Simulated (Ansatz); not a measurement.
# Single-point calculation, with input and output: K8AlTa7O24 (part 2 of 2)

Continued. System: K8AlTa7O24 (defect cell, 40 atoms in the cell). Method: DFT, HSE06, PAW, plane waves (Ansatz 0.2.0); cutoff 420 eV, 1×1×1 k-mesh, Fermi–Dirac smearing of 0.01 eV. 

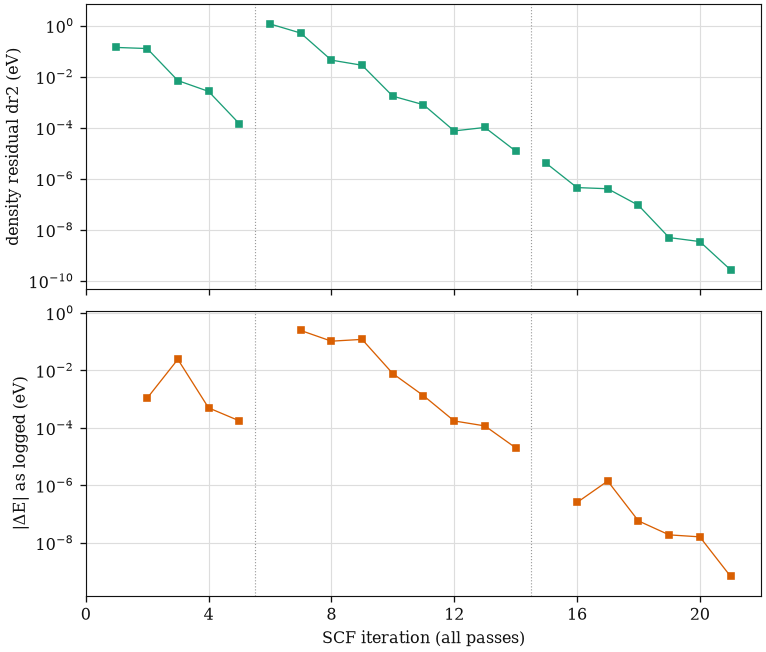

*Convergence of the self-consistent field: density residual dr2 and size of the energy change against the SCF iteration. The run starts with a semilocal functional; after that each stretch between dotted lines is one SCF of the hybrid functional between two exact rebuilds of the exchange operator by the outer loop. Early passes are stopped at a loose threshold.*

The passes take 5, 9 and 7 iterations.

```
hybrid outer 2: dexx = +1.482e-6 eV, tail = 1.25e-8 eV, Δε = 1.67e-3 eV (about 1.96e-5 eV left of the loop's levels), ΔF = 1.17e-2 eV/Å (tail 6.54e-4)
NSCF: frozen V_eff on 1 k-points
hybrid SCF converged: 2 outer / 16 inner (+5 warm-up), last move |dexx| = 1.48e-6 eV, tail = 1.25e-8 eV
Stability not checked: this state was not tested for a lower state beside it, because the functional holds exact exchange (a hybrid, or Hartree-Fock), whose exchange loop this test does not read (fock_operator; see scf.lower_state_search)
Free energy (F): -96028.165944 eV
Harris-Foulkes:  -96028.165944 eV  (|F-HF|=1.46e-10)
Internal energy: -96028.165944 eV  (E = F + TS)
E sigma→0 (E₀):  -96028.165944 eV
Fermi energy:    9.553778 eV
--- Per-component energies (eV) ---
  E_band       = -2511.001797
  E_kinetic    = 8871.969082
  E_local      = -17969.782410  (includes V_loc(G=0)·N_el)
  E_nonlocal   = 1355.358524
  E_hartree    = 6399.232877
  E_xc         = -3547.627259
  E_vxc        = -4015.968292  (∫ρ·V_xc dr)
  E_exx        = -919.096501  (= α·E_x^exact, valence–valence)
  E_paw        = -69275.120360  (= ΣΔE_a)
  E_vpaw       = -1712.911341  (= ΣTr[D̂ρ^β])
  E_aug_tail   = 0.059468  (compensation charges beyond the density's cutoff)
  E_ewald      = -20917.874758
  E_core_change = -25.284605  (= ΣΔE_core)
  E_smearing   = -0.000000  (= −TS)
  E_closure    = -0.000002  (closes the sum)
  Σ components = -96028.165944   (vs F -96028.165944, Δ=0.00e0)
--- Forces (eV/Å), atoms counted from 1 ---
  atom   1  K      0.01367400     0.00715285     0.03265335
  atom   2  K      0.01219776     0.00759895    -0.01919108
  atom   3  K      0.00371431     0.00370600     0.02328514
  atom   4  K      0.02357467    -0.00563967    -0.02269640
  atom   5  K     -0.02422020     0.02278099     0.05091521
  atom   6  K     -0.02332456     0.03022613    -0.03054759
  atom   7  K     -0.02293228    -0.01438782     0.01002757
  atom   8  K      0.00475562    -0.00386097    -0.00126133
  atom   9  Al    -0.29757353    -0.14036872    -0.05799081
  atom  10  Ta     0.12096094     0.10310674     0.34725284
  atom  11  Ta     0.11193234     0.24856929     0.18840311
  atom  12  Ta    -0.00762812    -0.26262150    -0.01029373
  atom  13  Ta     0.59909412     0.03430148     0.02069160
  atom  14  Ta    -0.22876480    -0.00410656    -0.11379474
  atom  15  Ta    -0.02181042     0.11839754    -0.07396759
  atom  16  Ta    -0.03870955    -0.02476563    -0.06698975
  atom  17  O     -0.07050339    -0.00908684    -0.52093293
  atom  18  O     -0.02031597     0.10451384     0.00995455
  atom  19  O     -0.05486412    -0.06542857     0.08459608
  atom  20  O      0.09135196    -0.10871408     0.07871917
  atom  21  O      0.00325420    -0.02026694     0.12589461
  atom  22  O     -0.00062314     0.02495544     0.01834505
  atom  23  O     -0.01008971    -0.01604704     0.21451138
  atom  24  O     -0.03538242    -0.04475961     0.03063586
  atom  25  O     -0.72964951    -0.02800138    -0.02413184
  atom  26  O     -0.01005273    -0.02560878     0.00764470
  atom  27  O     -0.03922572     0.03459310    -0.03808387
  atom  28  O      0.00938105    -0.02554293    -0.00650955
  atom  29  O      0.57222462     0.26610933    -0.16612958
  atom  30  O      0.34444855    -0.00318293    -0.00714688
  atom  31  O      0.15121698    -0.01591107    -0.01410565
  atom  32  O      0.10018495    -0.02157436    -0.04588097
  atom  33  O     -0.09216163    -0.52348046    -0.31582303
  atom  34  O     -0.01365647    -0.00774815     0.03815910
  atom  35  O      0.10848497     0.36537629     0.16535375
  atom  36  O     -0.01245787     0.35504996    -0.05307452
  atom  37  O      0.05237245    -0.04660942     0.01008932
  atom  38  O     -0.01551036    -0.00802291    -0.02596837
  atom  39  O     -0.53613754    -0.38019927     0.17264816
  atom  40  O     -0.01713673     0.07948806    -0.01523372
  max |Σ_I F_I| component: 9.27e-5 eV/Å
--- Band table (eV) ---
  k-point 0: bands = ["-63.7458", "-63.3725", "-63.2687", "-63.1072", "-63.1062", "-62.6106", "-62.3275", "-29.0826", "-28.9764", "-28.9070", "-28.7767", "-28.6895", "-28.5516", "-28.5332", "-28.5121", "-28.4842", "-28.3514", "-28.3305", "-28.3022", "-28.2919", "-28.2905", "-28.2684", "-28.0249", "-28.0011", "-27.9917", "-27.7009", "-27.5793", "-27.5321", "-22.1657", "-22.1163", "-21.9996", "-21.9563", "-21.8871", "-21.8742", "-21.7660", "-21.3390", "-16.7269", "-12.2171", "-12.1089", "-11.6943",
      "-11.5849", "-11.4329", "-11.2818", "-11.1868", "-11.0899", "-11.0359", "-10.8829", "-10.7777", "-10.7463", "-10.5687", "-10.5061", "-10.4422", "-10.3907", "-10.3416", "-10.2717", "-10.0541", "-9.9950", "-9.9182", "-9.6405", "-9.3556", "-4.5544", "-4.5109", "-4.4571", "-4.3724", "-4.3476", "-4.3286", "-4.2951", "-4.2877", "-4.2562", "-4.2254", "-4.2189", "-4.1892", "-4.1510", "-4.1306", "-4.1065", "-4.0794", "-4.0689", "-4.0393", "-4.0245", "-4.0076",
      "-3.9142", "-3.6220", "-3.5194", "-3.3887", "-0.7161", "0.6114", "1.0804", "1.2683", "1.7126", "1.7932", "1.8877", "1.9891", "2.0164", "2.0754", "2.2959", "2.4829", "2.5512", "2.7265", "2.8536", "2.9488", "3.0494", "3.1880", "3.2867", "3.4770", "3.5243", "3.6916", "3.7522", "3.8267", "3.9106", "4.0329", "4.0659", "4.1383", "4.1730", "4.2127", "4.3263", "4.4008", "4.4595", "4.5373", "4.5687", "4.6456",
      "4.7217", "4.7756", "4.8148", "4.8965", "4.9214", "5.0059", "5.1362", "5.3592", "5.4470", "5.5512", "5.6189", "5.6380", "5.7150", "5.8320", "5.8636", "5.9159", "5.9857", "6.0851", "6.1425", "6.1665", "6.2258", "6.2651", "6.3698", "6.4212", "6.4603", "6.5377", "6.6539", "6.6873", "6.7625", "6.8246", "7.0386", "7.1599", "7.1834", "7.2887", "7.3491", "11.7585", "11.9962", "12.1016", "12.2902", "12.8833",
      "13.1189", "13.2447", "13.3081", "13.4804", "13.5673", "13.6848", "13.9233", "14.0160", "14.1277", "14.3158", "14.4133", "14.5830", "14.6292", "14.7692", "14.8644", "14.9916", "15.1006", "15.1807", "15.6628", "16.0499", "16.4843", "16.5413", "16.8364", "16.9795", "17.0573", "17.2508", "17.4357", "17.5487", "17.6048", "17.7609", "17.8525", "17.9143", "18.0624", "18.1829", "18.2562"]
--- Löwdin populations: 40 sites ---
  site symbol       q [e]
     0      K      8.1819
     1      K      8.1920
     2      K      8.1887
     3      K      8.1833
     4      K      8.1824
     5      K      8.1863
     6      K      8.1859
     7      K      8.1369
     8     Al      1.7593
     9     Ta     11.2150
    10     Ta     11.2428
    11     Ta     11.1675
    12     Ta     11.2509
    13     Ta     11.1731
    14     Ta     11.1613
    15     Ta     11.1541
    16      O      6.8555
    17      O      6.8866
    18      O      6.7917
    19      O      6.8158
    20      O      6.8517
    21      O      6.7909
    22      O      6.7911
    23      O      6.8024
    24      O      6.7154
    25      O      6.8604
    26      O      6.7822
    27      O      6.8114
    28      O      6.4388
    29      O      6.7584
    30      O      6.7828
    31      O      6.8131
    32      O      6.8410
    33      O      6.8688
    34      O      6.8935
    35      O      6.7744
    36      O      6.7633
    37      O      6.8364
    38      O      6.4226
    39      O      6.7979
  spilling = 0.005459 (of n_electrons = 310.000000)
```

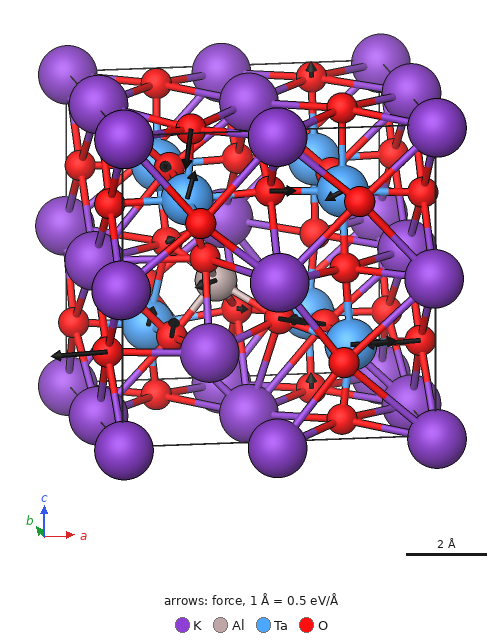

*Forces on the atoms as black arrows (ball-and-stick view of the cell of the calculation, seen slightly off an axis); the smallest are left out.*

The largest act on O25 (0.73 eV/Å); O39 (0.68 eV/Å); O29 (0.65 eV/Å); O33 (0.62 eV/Å), among others. Atoms are counted from 1 in the order of the input and aren't labelled in the picture. 
